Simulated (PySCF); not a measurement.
## Electronic structure of FH2P (SMILES FP) in real space

```xyz
4

F     1.3507   -0.1602    0.0292
P    -0.1793   -0.0076    0.5758
H    -0.6987   -0.9128   -0.3660
H    -0.4624    1.0854   -0.2618
```

Geometry: GFN2-xTB.

Level of theory: CAM-B3LYP/def2-SVPD, SCF density, gas phase (PySCF 2.14.0).

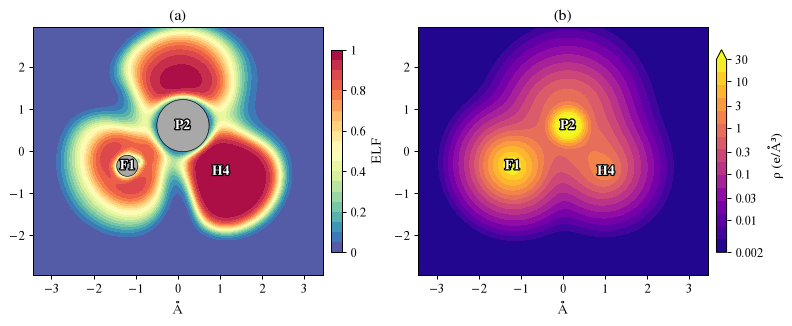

Figure 1. (a) electron localisation function; (b) total electron density on the plane of atoms F1, P2 and H4. Grey discs cover the atomic cores in the ELF map.

Describe what can be read from this map.

Answer. The section cuts through F, P and H sites. P–F (1.63 Å): ρ at the midpoint is about 1.1 e/Å³; the ELF peaks at about 0.85 in the valence shell of F, 0.6 Å from its nucleus, and is about 0.65 at the midpoint. P–H (1.41 Å): ρ is about 1.1 e/Å³ halfway; the ELF climbs to about 1 towards the hydrogen, as it does in any bond to H. The ELF also peaks beside F1 and P2, away from the bonds: lone-pair regions.

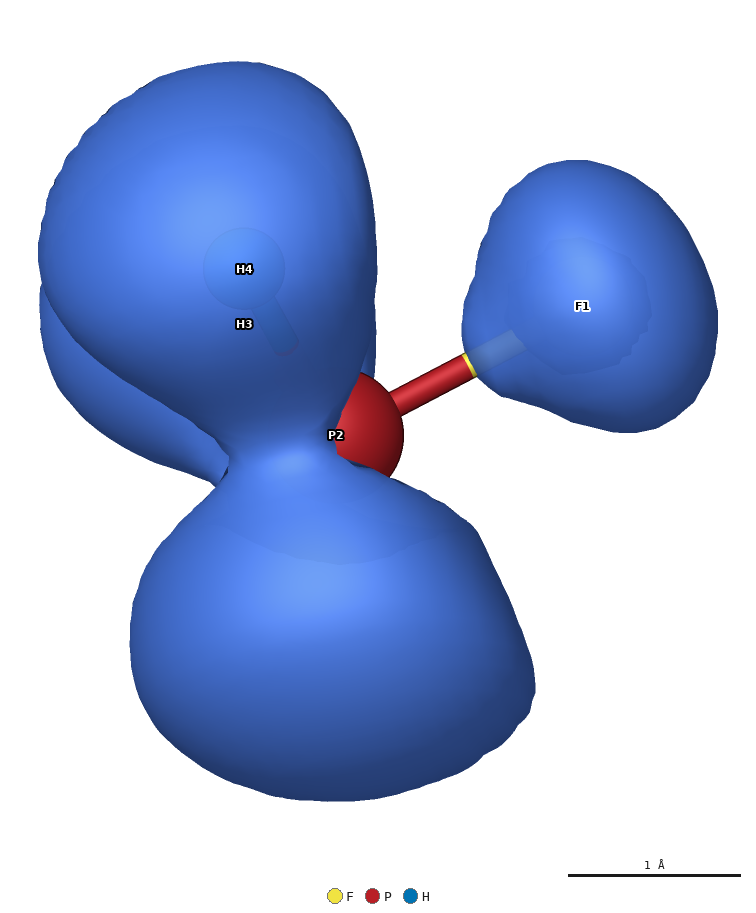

Figure 2. Isosurface of the electron localisation function at 0.75 (blue), seen from one side. Only the valence region is drawn (cores and ρ < 0.01 e/Å³ removed).

Where are the electrons localised?

Answer. The surface consists of one region wrapped around F (its lone pairs, merged into a ring or cap) and one joined region spread over several atoms (H, P), in which their bonds and any lone pairs are merged.

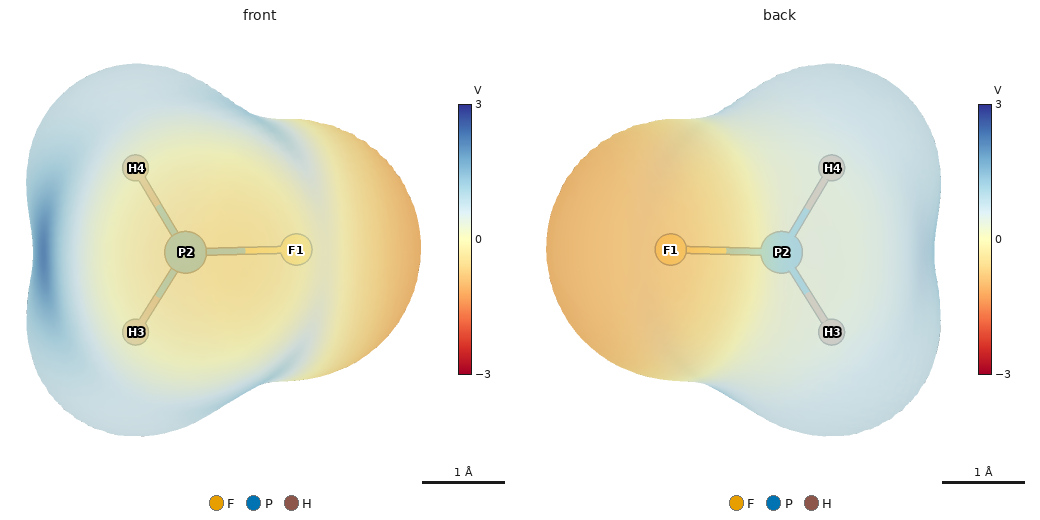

Figure 3. The molecular electrostatic potential painted on the density surface at 0.002 e/bohr³, seen from the front and from behind; the colour scale runs from red (negative) to blue (positive).

Where is the surface potential most negative and most positive?

Answer. The most negative region (about −1.0 V) lies over F1, the most positive (about +2.1 V) over P2.

How polar is the molecule by this calculation?

Answer. Its dipole moment is 1.63 D.
